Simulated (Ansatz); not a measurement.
# Structural relaxation of random alloy of the fcc Cu-Al line, x = 0.0156 (128 atoms)

Wanted: the relaxed structure of random alloy of the fcc Cu-Al line, x = 0.0156 (128 atoms) and its electronic structure.

Main program and level: Ansatz 0.2.0; Kohn-Sham DFT, PBE, PAW (set soft_2), plane waves.

**1. Set-up**

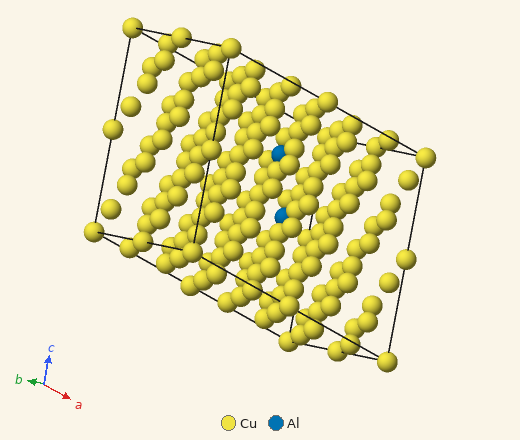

Start, viewed slightly off an axis; copper yellow, aluminium blue. Some periodic images of atoms are drawn too.

The cell holds 128 atoms: 126 Cu and 2 Al. Cell: a = 12.614 Å, b = 12.614 Å, c = 12.614 Å, α = 109.5°, β = 109.5°, γ = 109.5°. It derives from Cu (fcc Cu-Al) and Al. Fcc Cu-Al: 128 atoms, 2 of 128 Cu sites given to Al at random, cell and internal coordinates interpolated linearly between the end members (Vegard's rule); not relaxed, displaced by a Gaussian of 0.02 Å. Lattice constants are starting values near those of PBE.

Before any run, some limits are plain. The host structure and its lattice constant were typed by rule, without a check against the phase diagram.

**2. Single point at the start**

A single point comes first, to see the forces before anything moves.

File input.yaml:

```yaml
crystal:
  lattice:
    - [-7.28296, 7.28296, 7.28296]
    - [7.28296, -7.28296, 7.28296]
    - [7.28296, 7.28296, -7.28296]
  atoms:
    - { symbol: Cu, position: [0.49843, 0.00151, 0.00139] }
    - { symbol: Cu, position: [0.74803, 0.12037, 0.12472] }
    - { symbol: Cu, position: [0.62439, 0.25283, 0.12635] }
    - { symbol: Cu, position: [0.62418, 0.12183, 0.25167] }
    - { symbol: Cu, position: [0.75103, 0.25111, 0.99903] }
    - { symbol: Cu, position: [0.99856, 0.37228, 0.12325] }
    - { symbol: Cu, position: [0.87429, 0.49855, 0.12586] }
    - { symbol: Cu, position: [0.87693, 0.37726, 0.25281] }
    - { symbol: Cu, position: [0.74889, 0.00107, 0.2503] }
    - { symbol: Cu, position: [0.00036, 0.12444, 0.37335] }
    - { symbol: Cu, position: [0.87351, 0.24811, 0.37351] }
    - { symbol: Cu, position: [0.87406, 0.12382, 0.49792] }
    - { symbol: Cu, position: [0.0026, 0.00074, 0.99879] }
    - { symbol: Cu, position: [0.24852, 0.1248, 0.12576] }
    - { symbol: Cu, position: [0.12739, 0.24904, 0.1263] }
    - { symbol: Cu, position: [0.12815, 0.12701, 0.24939] }
    - { symbol: Cu, position: [0.25126, 0.25058, 0.00101] }
    - { symbol: Cu, position: [0.49795, 0.37404, 0.12295] }
    - { symbol: Cu, position: [0.37696, 0.50087, 0.12552] }
    - { symbol: Cu, position: [0.37661, 0.37749, 0.25167] }
    - { symbol: Cu, position: [0.50242, 0.49967, 0.00068] }
    - { symbol: Cu, position: [0.75057, 0.62449, 0.12526] }
    - { symbol: Cu, position: [0.63009, 0.75455, 0.12864] }
    - { symbol: Cu, position: [0.62232, 0.62239, 0.2461] }
    - { symbol: Cu, position: [0.75164, 0.75065, 0.00142] }
    - { symbol: Cu, position: [0.00072, 0.87336, 0.1218] }
    - { symbol: Cu, position: [0.87574, 1.0e-05, 0.12636] }
    - { symbol: Cu, position: [0.87582, 0.87529, 0.24998] }
    - { symbol: Cu, position: [0.24924, 0.99935, 0.25044] }
    - { symbol: Cu, position: [0.50172, 0.12707, 0.37569] }
    - { symbol: Cu, position: [0.37474, 0.25113, 0.3769] }
    - { symbol: Cu, position: [0.37569, 0.12423, 0.4997] }
    [... 90 atom lines left out ...]
    - { symbol: Cu, position: [0.62198, 0.00151, 0.87189] }
    - { symbol: Cu, position: [0.62439, 0.8748, 0.00048] }
    - { symbol: Cu, position: [0.00195, 0.75369, 0.7506] }
    - { symbol: Cu, position: [0.25186, 0.8747, 0.87871] }
    - { symbol: Cu, position: [0.12715, 0.99876, 0.87357] }
    - { symbol: Cu, position: [0.12227, 0.87443, 0.99794] }
kpoints:
  mp_grid: { grid: [2, 2, 2] }
hamiltonian:
  xc: pbe
scf:
  occupations: { method: fermi_dirac, width: 0.1 }
output:
  forces: true
```

Started as:

```bash
ansatz run input.yaml --threads 6 --pin off --max-ram 102400MiB --backend cuda --events-out ev --progress --plain --runs-dir out
```

Numbers of over 12 decimals in the logs are rounded to 6 here.

The log of the run:

```text
Engine: ansatz 0.2.0, x86_64-unknown-linux-gnu
Pseudopotentials: kind: paw
Pseudopotential: Cu, paw, valence charge 19, recommended cutoff 420 eV (normal), Cu.paw.azcp
Pseudopotential: Al, paw, valence charge 3, recommended cutoff 420 eV (normal), Al.paw.azcp
[... 5 lines on functional and potentials left out ...]
concurrent solve slots: 4 of 6 are kept, ahead of what memory takes: no pass of the eigensolver takes more rounds on 4
device memory: the entry about to start is reckoned to put 39.3 GiB on a device that reports 46.4 GiB free
GPU FFT provider: cuFFT
GPU libraries: cuBLAS 13.8.2, cuFFT 12.4.0, cuSOLVER 12.3.4
Crystal: 128 atoms, lattice volume = 1545.197 Å³
Basis set: ecut = 420 eV, 30117 PW (Γ), exchange–correlation on 180×180×180 points (8 copies of the dense FFT grid, shifted against one another)
Bands: 1328, of which v1, the nominal top of the filled ones, is band 1200 counted from 1 (1199 counted from 0)
Symmetry: 1 space group operations
Space group: P1 (ITA 1), of the structure as read, at distance tolerance 1.2e-4 Å
k-points: 8
[... 5 lines on functional and potentials left out ...]
Initial density: superposition of atomic densities (neutral atoms: chi_scale 0, normalization atom), corrected by the library's trained network
Initial wavefunctions: pseudopotential atomic-orbital guess
GPU buffer pool allocated for 729000 grid points (all kernels)
GPU transforms: local potential and band sums: pruned to the plane-wave sphere, on 90×90×90
Functional: x = pbe(κ = 0.804, μ = 0.219515), c = pbe(β = 0.066725)
SCF iter   1: F=—  HF=-835848.360035 eV  |F-HF|=—  |Δ(HF+E_count)|=         —  Δρ=1.91e-3  dr2=1.16e-1  ethr=1.77e-3  ⟨swp⟩=4.9  Hψ=29792  notcnv=0  defer=182
preconditioner: auto → Kerker (q_TF=auto, 2.936 Å⁻¹)  [metal: Δε(μ)=0.040 eV  Ē_g=6.961 eV  σ=0.100 eV  W_gap=0.10  n_scr=674 (ndim 8)  ℏωp=35.2 eV  f_vac=0.000  D(μ)=46.64/eV (n_scr^D=320)]
SCF iter   2: F=—  HF=-835848.368292 eV  |F-HF|=—  |Δ(HF+E_count)|=   8.26e-3  Δρ=7.21e-4  dr2=4.04e-2  ethr=4.83e-6  ⟨swp⟩=2.0  Hψ=18368  notcnv=0  defer=494
SCF iter   3: F=—  HF=-835848.392439 eV  |F-HF|=—  |Δ(HF+E_count)|=   2.41e-2  Δρ=5.45e-4  dr2=2.14e-2  ethr=1.68e-6  ⟨swp⟩=1.0  Hψ=9995  notcnv=0  defer=494
SCF iter   4: F=—  HF=-835848.415691 eV  |F-HF|=—  |Δ(HF+E_count)|=   2.33e-2  Δρ=1.46e-4  dr2=2.50e-3  ethr=8.91e-7  ⟨swp⟩=2.0  Hψ=10169  notcnv=0  defer=494
SCF iter   5: F=—  HF=-835848.366713 eV  |F-HF|=—  |Δ(HF+E_count)|=   4.90e-2  Δρ=1.31e-4  dr2=5.20e-4  ethr=1.04e-7  ⟨swp⟩=2.0  Hψ=11247  notcnv=0  defer=494
SCF iter   6: F=—  HF=-835848.366594 eV  |F-HF|=—  |Δ(HF+E_count)|=   1.19e-4  Δρ=4.73e-5  dr2=5.11e-5  ethr=2.17e-8  ⟨swp⟩=2.1  Hψ=18990  notcnv=0  defer=494
SCF iter   7: F=—  HF=-835848.390883 eV  |F-HF|=—  |Δ(HF+E_count)|=   2.43e-2  Δρ=1.66e-5  dr2=7.28e-6  ethr=2.13e-9  ⟨swp⟩=2.6  Hψ=19284  notcnv=0  defer=495
SCF iter   8: F=—  HF=-835848.390882 eV  |F-HF|=—  |Δ(HF+E_count)|=   4.53e-7  Δρ=9.24e-6  dr2=1.26e-6  ethr=3.03e-10  ⟨swp⟩=2.0  Hψ=19630  notcnv=0  defer=495
SCF iter   9: F=—  HF=-835848.390882 eV  |F-HF|=—  |Δ(HF+E_count)|=   6.80e-8  Δρ=5.42e-6  dr2=2.98e-7  ethr=5.27e-11  ⟨swp⟩=2.0  Hψ=19619  notcnv=0  defer=495
SCF iter  10: F=-835848.390882 eV  HF=-835848.390882 eV  |F-HF|=3.26e-8  |Δ(HF+E_count)|=   5.59e-8  Δρ=1.58e-6  dr2=3.77e-8  ethr=4.17e-12  ⟨swp⟩=5.1  Hψ=39773  notcnv=0
SCF 1 converged in 10 iterations: F = -835848.390882 eV  dr2 = 3.77e-8
  greatest PAW one-centre occupation: 1.000 electrons in one spin orbital (limit 2), on the Cu atom at site 72 (counted from 0), in its partial waves of l = 0
SCF converged after 10 iterations
Free energy (F): -835848.390882 eV
Harris-Foulkes:  -835848.390882 eV  (|F-HF|=3.26e-8)
Internal energy: -835846.867234 eV  (E = F + TS)
E sigma→0 (E₀):  -835847.629058 eV
Entropy (-TS):   -1.523648 eV (-11.903 meV/atom)
Fermi energy:    16.219915 eV
--- Per-component energies (eV) ---
  E_band       = -46379.974175
  E_kinetic    = 37816.144384
  E_local      = -523282.888865  (includes V_loc(G=0)·N_el)
  E_nonlocal   = 49155.923383
  E_hartree    = 230754.554622
  E_xc         = -11350.160292
  E_vxc        = -14601.455944  (∫ρ·V_xc dr)
  E_paw        = -210477.291721  (= ΣΔE_a)
  E_vpaw       = -56976.870321  (= ΣTr[D̂ρ^β])
  E_aug_tail   = 0.030236  (compensation charges beyond the density's cutoff)
  E_ewald      = -408463.178981
  E_smearing   = -1.523648  (= −TS)
  E_closure    = -0.000000  (closes the sum)
  Σ components = -835848.390882   (vs F -835848.390882, Δ=0.00e0)
--- Forces (eV/Å), atoms counted from 1 ---
  atom   1  Cu    -0.13574473     0.13895111     0.07451779
  atom   2  Cu     0.17164052    -0.22982054     0.27503733
  atom   3  Cu    -0.24450933     0.16477988    -0.08999097
  atom   4  Cu     0.10933421    -0.28721477     0.37059912
  atom   5  Cu     0.10168557     0.08236061    -0.19895723
  atom   6  Cu     0.11287802     0.06054725     0.18733620
  atom   7  Cu     0.04496430    -0.00874655     0.19583945
  atom   8  Cu    -0.23331287    -0.04278037    -0.13377809
  atom   9  Cu    -0.16880033     0.14038858     0.12962032
  atom  10  Cu     0.12355331     0.02394269     0.02045228
  atom  11  Cu     0.09579340     0.03728595     0.24542905
  atom  12  Cu     0.01572920     0.01138419    -0.00704652
  atom  13  Cu     0.15313874    -0.13668063    -0.16310550
  atom  14  Cu    -0.13415700     0.11724961     0.16793445
[...]
atom 127  Cu     0.23752820    -0.09608288    -0.00184372
  atom 128  Cu     0.00023060     0.16938489     0.10995382
  max |Σ_I F_I| component: 5.88e-6 eV/Å
```

Wall time 10 s (1 × NVIDIA H100 80GB HBM3 with 6 threads of AMD EPYC 7R13 (Zen 3), shared host); peak memory 1.9 GiB.

The column dr2 measures how far the density is from self-consistency, as an energy; F and HF (Harris–Foulkes) agree once it is small.

That memory is the host's; the program planned up to 39.3 GiB on the GPU.

Read from the output:

```yaml
free_energy: -835848.3909 eV
free_energy_per_atom: -6530.0656 eV/atom
scf_cycles: 10
r_m_s_force_component: 0.1436 eV/Å
longest_force: 0.6097 eV/Å
fermi_energy: 16.22 eV
```

The r.m.s. force component of 0.14 eV/Å sets the starting point.

Length of the force by element:

```csv
element,coordination,atoms,mean length of the force (eV/Å),spread,least,most
Al,all,2,0.327,0.112,0.216,0.439
Cu,all,126,0.225,0.102,0.0207,0.610
```

**3. Cell and atoms relaxed**

Cell and atoms are freed together, to release stress as well as forces.

Changes to input.yaml since step 2:

```diff
@@ -15 +15,5 @@
   forces: true
+relax:
+  f_tol: 0.04
+  max_steps: 150
+  cell: {}
```

The log of the run:

```text
[...]
GPU FFT provider: cuFFT
GPU libraries: cuBLAS 13.8.2, cuFFT 12.4.0, cuSOLVER 12.3.4
Crystal: 128 atoms, lattice volume = 1545.197 Å³
Basis set: ecut = 420 eV, 30117 PW (Γ), exchange–correlation on 180×180×180 points (8 copies of the dense FFT grid, shifted against one another)
Bands: 1440, of which v1, the nominal top of the filled ones, is band 1200 counted from 1 (1199 counted from 0)
Symmetry: 1 space group operations
[...]
k-points: 8
[...]
GPU buffer pool allocated for 729000 grid points (all kernels)
[...]
SCF iter   1: F=—  HF=-835848.364491 eV  |F-HF|=—  |Δ(HF+E_count)|=         —  Δρ=1.97e-3  dr2=1.17e-1  ethr=1.77e-3  ⟨swp⟩=5.0  Hψ=40225  notcnv=0  defer=460
[...]
SCF iter   9: F=-835848.390882 eV  HF=-835848.390882 eV  |F-HF|=9.67e-8  |Δ(HF+E_count)|=   3.63e-8  Δρ=2.31e-6  dr2=7.55e-8  ethr=4.17e-12  ⟨swp⟩=5.5  Hψ=39202  notcnv=0
SCF 1 converged in 9 iterations: F = -835848.390882 eV  dr2 = 7.55e-8
[...]
relax step   1: F+E_penalty+E_count = -835848.39088230 eV  Δ(F+E_penalty+E_count) = +0.000e0 eV  max|allowed force component| = 4.795e-1 eV/Å  Δτ_max = 0.0000 Å  P = -0.492 GPa  Ω = 1545.197 Å³  (9 SCF iters, dr2 threshold 1.00e-7 eV, accepted)
[...]
relax step   2: F+E_penalty+E_count = -835848.67283315 eV  Δ(F+E_penalty+E_count) = -2.820e-1 eV  max|allowed force component| = 3.167e-1 eV/Å  Δτ_max = 0.0239 Å  P = -0.174 GPa  Ω = 1540.412 Å³  energy of the carried Pulay correction = +3.593e-3 eV  (6 SCF iters, dr2 threshold 1.28e-5 eV, accepted)
[...]
relax step   3: F+E_penalty+E_count = -835848.89076572 eV  Δ(F+E_penalty+E_count) = -2.179e-1 eV  max|allowed force component| = 4.709e-3 eV/Å  Δτ_max = 0.0569 Å  P = -0.005 GPa  Ω = 1537.612 Å³  energy of the carried Pulay correction = +5.701e-3 eV  (8 SCF iters, dr2 threshold 6.27e-6 eV, accepted)
[...]
relax step   4: F+E_penalty+E_count = -835848.88675472 eV  Δ(F+E_penalty+E_count) = +4.011e-3 eV  max|allowed force component| = 4.735e-3 eV/Å  Δτ_max = 0.0000 Å  P = -0.003 GPa  Ω = 1537.612 Å³  stress off target by 3.70e-3 GPa  SCF on the basis re-selected at this cell (its energy is not comparable with the rows above)  (7 SCF iters)
basis re-selected at this cell: Δ(F+E_penalty+E_count) = +4.011e-3 eV, ΔP = +0.002 GPa vs the last step (what re-selecting the basis moved, of the pressure what is left beyond the Pulay correction that the steps carried, after the strain that the cell walked since its last selection, [...]
SCF converged after 7 iterations
Free energy (F): -835848.886755 eV
[...]
Internal energy: -835847.355234 eV  (E = F + TS)
E sigma→0 (E₀):  -835848.120995 eV
Entropy (-TS):   -1.531520 eV (-11.965 meV/atom)
Fermi energy:    16.323401 eV
[...]
--- Forces (eV/Å), atoms counted from 1 ---
  atom   1  Cu    -0.00191242     0.00179994     0.00059267
  atom   2  Cu     0.00010655    -0.00089063     0.00463302
  atom   3  Cu    -0.00191721     0.00075687    -0.00122263
  atom   4  Cu    -0.00047263    -0.00148703     0.00269037
  atom   5  Cu     0.00145487     0.00019243    -0.00102723
  atom   6  Cu     0.00211351     0.00077122     0.00123850
  atom   7  Cu    -0.00022681    -0.00076698     0.00118362
  atom   8  Cu    -0.00166131    -0.00154935    -0.00134286
  atom   9  Cu    -0.00088701     0.00131602     0.00048257
  atom  10  Cu     0.00067517     0.00077037    -0.00103430
  atom  11  Cu     0.00157799    -0.00002782     0.00108291
  atom  12  Cu     0.00094664     0.00143779     0.00117673
  atom  13  Cu     0.00117809    -0.00073356    -0.00272598
  atom  14  Cu    -0.00036241     0.00090263     0.00114612
[...]
atom 127  Cu     0.00276413     0.00028460    -0.00083084
  atom 128  Cu     0.00052546     0.00135291     0.00166983
  max |Σ_I F_I| component: 1.34e-6 eV/Å
--- Stress (GPa, compression-positive) ---
       -0.003112       0.000222      -0.000704
        0.000222      -0.002042      -0.000811
       -0.000704      -0.000811      -0.002676
  P = ⅓ Tr σ = -0.0026 GPa (-0.026 kbar)
--- Band table (eV; the first three rows and the last of 8) ---
[...]
--- Relaxed structure (3 steps of the walk, 3 accepted, 1 SCFs on fresh bases) ---
  F+E_penalty+E_count = -835848.88675472 eV   max|allowed force component| = 4.735e-3 eV/Å   (the final SCF, on the basis selected at the relaxed cell)
  cell:  # Å, volume = 1537.6118 Å³
    - [-7.270567, 7.271947, 7.271274]
    - [7.272069, -7.270433, 7.271261]
    - [7.269863, 7.269729, -7.269759]
  atoms:
    - { symbol: Cu, position: [0.500163, 0.000135221, 2.4972398889796726e-5] }
    - { symbol: Cu, position: [0.750141, 0.125196, 0.124859] }
    - { symbol: Cu, position: [0.625223, 0.250172, 0.125347] }
    - { symbol: Cu, position: [0.625132, 0.125117, 0.250006] }
[...]
- { symbol: Cu, position: [0.125632, 0.875445, 1.000245] }
```

The job ended after 34 s (1 × NVIDIA H100 80GB HBM3 with 6 threads; peak memory 2.3 GiB; 92 s of CPU time).

That memory is the host's; the program planned up to 40.2 GiB on the GPU.

The program notes that the band table was not solved further than the SCF left it.

The steps of the relaxation:

```csv
step,energy less that of the first step (eV),largest force component (eV/Å),pressure (GPa),volume (Å³)
1,0.0000,0.4795,-0.49,1545.20
2,-0.2820,0.3167,-0.17,1540.41
3,-0.4999,0.0047,0.00,1537.61
4*,-0.4959,0.0047,0.00,1537.61
```

Relaxation steps marked * repeat the geometry before them on a plane-wave basis chosen anew for their cell, so energy and pressure can jump there.

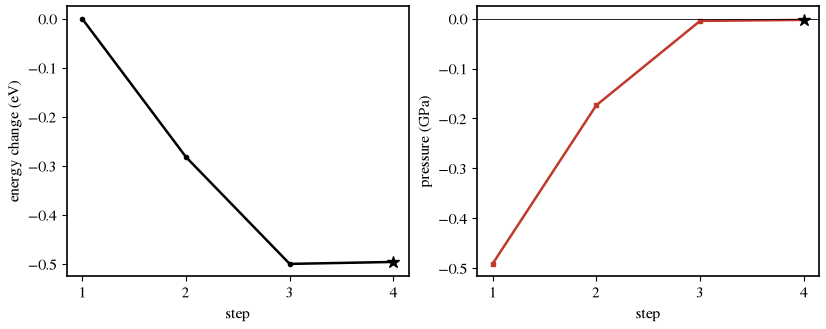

Energy and pressure along the relaxation. Stars mark steps on a basis chosen anew.

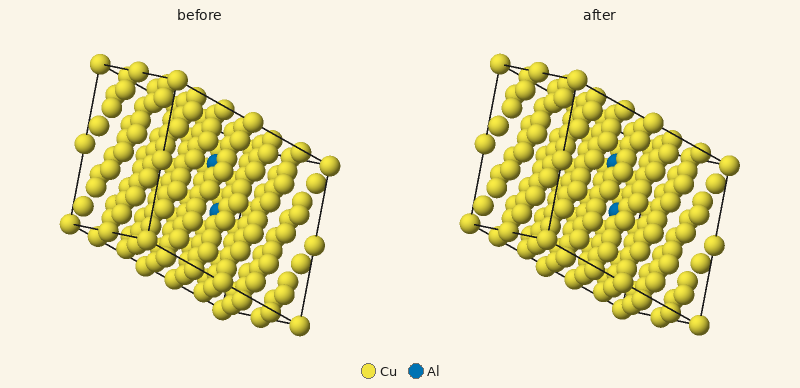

The structure before and after the relaxation, drawn at the same scale.

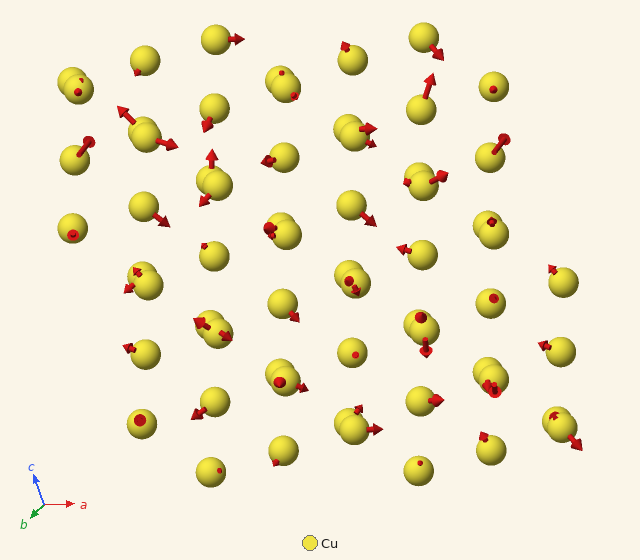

Displacements in the relaxation, exaggerated, measured against the changing cell; the longest in the cell stands for 0.08 Å. Drawn is a slice 4 Å thick, seen along the normal of the ac plane.

```csv
cell as run,before,after,change
a (Å),12.614,12.594,-0.2 %
b (Å),12.614,12.594,-0.2 %
c (Å),12.614,12.592,-0.2 %
volume (Å³/atom),12.07,12.01,-0.5 %
```

The atoms that moved most (Å, as changes of fractional coordinates times the final cell):

```csv
atom,dx,dy,dz,length
Cu113,0.042,0.040,0.055,0.080
Cu105,-0.032,0.017,-0.058,0.068
Al85,0.053,-0.039,-0.003,0.066
Cu57,-0.042,0.039,0.015,0.059
Cu101,-0.044,0.029,0.023,0.057
Cu2,0.021,-0.019,0.049,0.057
Cu23,-0.022,-0.030,-0.041,0.055
Cu123,-0.008,0.053,-0.007,0.054
```

The relaxation changed the energy by -3.87 meV/atom, and atoms moved by 0.033 Å r.m.s., 0.08 Å at most.

**4. Structure statistics after relaxation**

Bonds before and after, by the cutoffs listed below:

```csv
pair,bonds before,bonds after,mean before (Å),mean after (Å),spread before (Å),spread after (Å)
Cu-Cu,744,744,2.575,2.570,0.028,0.004
Cu-Al,24,24,2.585,2.582,0.032,0.002
```

Density 8.71 g/cm³, 12.01 Å³ an atom.

g(r), total and by pair (bins of 0.2 Å):

```csv
r (Å),total,Cu-Cu,Cu-Al,Al-Al
2.50,8.65,8.65,8.80,0.00
2.70,0.01,0.01,0.00,0.00
2.90,0.00,0.00,0.00,0.00
3.10,0.00,0.00,0.00,0.00
3.30,0.00,0.00,0.00,0.00
3.50,0.00,0.00,0.00,0.00
3.70,2.18,2.18,2.21,0.00
3.90,0.00,0.00,0.00,0.00
4.10,0.00,0.00,0.00,0.00
4.30,0.00,0.00,0.00,0.00
4.50,5.75,5.75,5.60,15.30
4.70,0.00,0.00,0.00,0.00
4.90,0.00,0.00,0.00,0.00
5.10,2.18,2.18,2.21,0.00
5.30,0.00,0.00,0.00,0.00
5.50,0.00,0.00,0.00,0.00
5.70,3.48,3.48,3.54,0.00
5.90,0.00,0.00,0.00,0.00
6.10,0.00,0.00,0.00,0.00
6.30,0.97,0.97,0.99,0.00
6.50,0.00,0.00,0.00,0.00
6.70,1.98,2.00,1.32,0.00
6.90,2.98,2.96,3.70,0.00
7.10,0.00,0.00,0.00,0.00
7.30,0.54,0.54,0.55,0.00
7.50,0.00,0.00,0.00,0.00
7.70,2.88,2.89,2.93,0.00
7.90,0.00,0.00,0.00,0.00
```

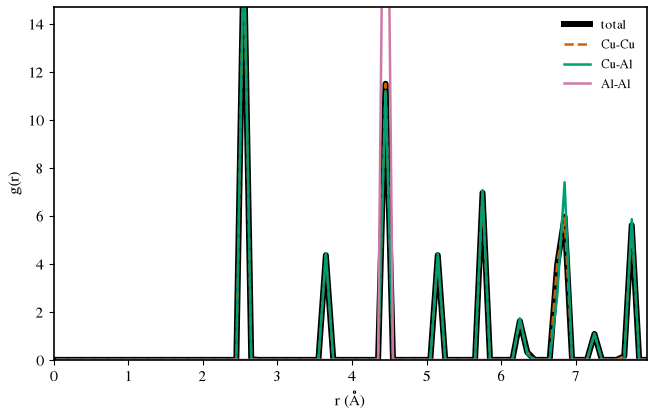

Pair distribution functions, with peaks cut at 14.

Neighbours by pair of elements; one cutoff, the widest of the pairs' first minima of g(r), serves all pairs of this metal:

```csv
pair A-B,cutoff (Å),bonds,mean length (Å),spread (Å),shortest (Å),B about A,A about B
Cu-Cu,2.98,744,2.57,0.004,2.56,11.8,11.8
Cu-Al,2.98,24,2.58,0.002,2.58,0.19,12
```

How many atoms have how many bonded neighbours:

```csv
element,mean,12
Al,12,2
Cu,12,126
```

Counting bonds as in the table, all Al atoms have 12 and all Cu atoms have 12 bonded neighbours.

[end of part 1 of 2]

[Logs are printed without paths, hosts, clocks, repeated set-up lines and the standing remarks that a program may print on its own settings, such as how far it seeks lower states.]

[Hosts, paths, dates, database ids (printed as entryN), source tags and the programs' standing remarks are cut or masked in the printed files.]
